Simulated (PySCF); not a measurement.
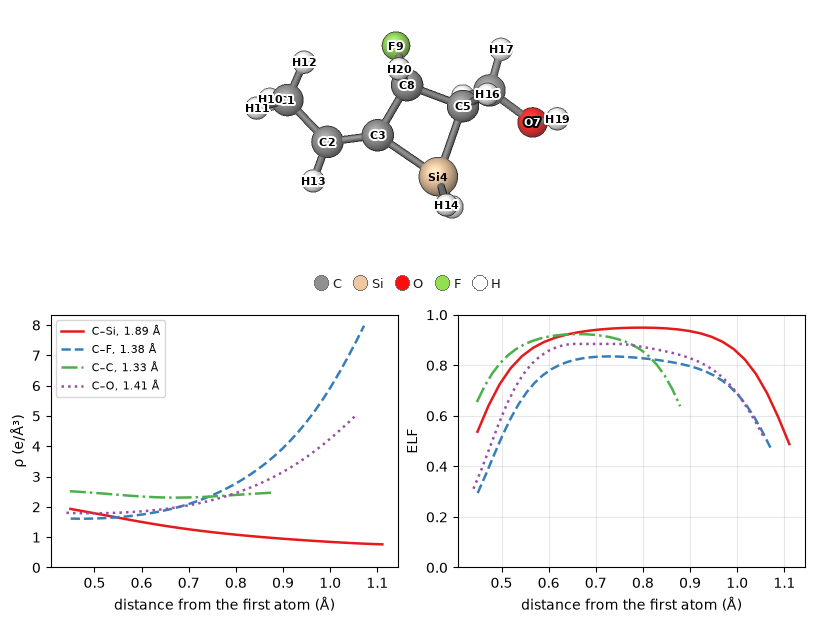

Figure. C₆H₁₁FOSi. Electron density and ELF along straight lines between neighbouring atoms. The curves leave out the atomic cores. The structure is drawn too.

Geometry: GFN2-xTB.

The calculation used PBE0/pcSseg-1, SCF density, gas phase, non-relativistic (PySCF 2.14.0).

```json
{"atom": "C", "x (Å)": "3.1033", "y (Å)": "-0.0269", "z (Å)": "0.5856"}
{"atom": "C", "x (Å)": "1.9675", "y (Å)": "-0.9606", "z (Å)": "0.3355"}
{"atom": "C", "x (Å)": "0.7565", "y (Å)": "-0.6216", "z (Å)": "-0.0871"}
{"atom": "Si", "x (Å)": "-0.8941", "y (Å)": "-1.4787", "z (Å)": "-0.4263"}
{"atom": "C", "x (Å)": "-1.2821", "y (Å)": "0.4052", "z (Å)": "-0.5168"}
{"atom": "C", "x (Å)": "-2.1014", "y (Å)": "0.8748", "z (Å)": "0.6799"}
{"atom": "O", "x (Å)": "-3.3349", "y (Å)": "0.1973", "z (Å)": "0.7584"}
{"atom": "C", "x (Å)": "0.2143", "y (Å)": "0.7572", "z (Å)": "-0.4030"}
{"atom": "F", "x (Å)": "0.4831", "y (Å)": "1.7155", "z (Å)": "0.5573"}
{"atom": "H", "x (Å)": "3.3998", "y (Å)": "-0.0783", "z (Å)": "1.6331"}
{"atom": "H", "x (Å)": "3.9643", "y (Å)": "-0.3226", "z (Å)": "-0.0146"}
{"atom": "H", "x (Å)": "2.8363", "y (Å)": "0.9986", "z (Å)": "0.3498"}
{"atom": "H", "x (Å)": "2.1759", "y (Å)": "-2.0069", "z (Å)": "0.5264"}
{"atom": "H", "x (Å)": "-0.9977", "y (Å)": "-2.1590", "z (Å)": "-1.7190"}
{"atom": "H", "x (Å)": "-1.5192", "y (Å)": "-2.2214", "z (Å)": "0.6580"}
{"atom": "H", "x (Å)": "-1.7296", "y (Å)": "0.7989", "z (Å)": "-1.4325"}
{"atom": "H", "x (Å)": "-2.2565", "y (Å)": "1.9630", "z (Å)": "0.6476"}
{"atom": "H", "x (Å)": "-1.5779", "y (Å)": "0.6360", "z (Å)": "1.6079"}
{"atom": "H", "x (Å)": "-3.8363", "y (Å)": "0.3809", "z (Å)": "-0.0434"}
{"atom": "H", "x (Å)": "0.6236", "y (Å)": "1.1593", "z (Å)": "-1.3386"}
```

What can be read from the curves?

C–Si (1.89 Å): ρ is about 0.9 e/Å³ halfway; the ELF peaks at about 0.95 between the atoms, as expected for localised, covalent bonding.
C–F (1.38 Å): ρ is about 2.1 e/Å³ halfway, with its minimum of 1.6 e/Å³ about 0.5 Å from C; the ELF peaks at about 0.85 between the atoms; a polar covalent bond.
C–C (1.33 Å): the density is about 2.3 e/Å³ at the midpoint; the ELF peaks at about 0.90 between the atoms: a short, multiple covalent bond.
C–O (1.41 Å): ρ is about 2.1 e/Å³ halfway, with its minimum of 1.8 e/Å³ about 0.5 Å from C; the ELF peaks at about 0.90 between the atoms; a shared but strongly polarised pair.
